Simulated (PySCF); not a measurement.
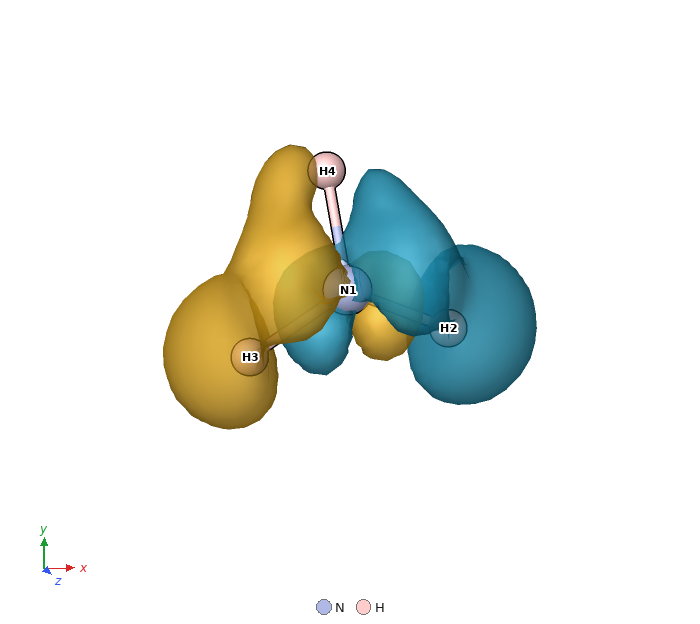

Figure 1: H3N, SMILES `N`. Change of the electron density in a uniform field of 0.21 V/Å, surfaces at ±0.002 e/Å³ (yellow: gain, teal: loss).

Method: PBE/def2-TZVP; geometry: GFN2-xTB; program: PySCF. No frequency check shows the geometry to be a minimum. A basis without diffuse functions makes polarisabilities too small.

Cartesian coordinates (Å):

```
N1       0.0000   -0.0000    0.1100
H2       0.8717   -0.3620   -0.2568
H3      -0.7495   -0.5738   -0.2567
H4      -0.1223    0.9360   -0.2567
```

Question: Along which Cartesian direction does the field point?

Answer: Along +x: electrons gather on the −x side, against the field.

Question: What dipole is induced, and what polarisability does it imply?

Answer: The induced dipole is 0.11 D (along the field); α along this axis, from the fields in both directions, is 11 bohr³ (1.6 Å³).

Question: Which atoms gain and lose the most charge?

Answer: Electrons gather most on H3 (Hirshfeld charge changes by −0.005 e) and leave H2 most (+0.006 e); 0.015 electrons are displaced in all.

Run time: 3.4 s on 1 thread of Intel(R) Xeon(R) Platinum 8488C (Sapphire Rapids), on a shared host, peak memory 0.2 GiB.
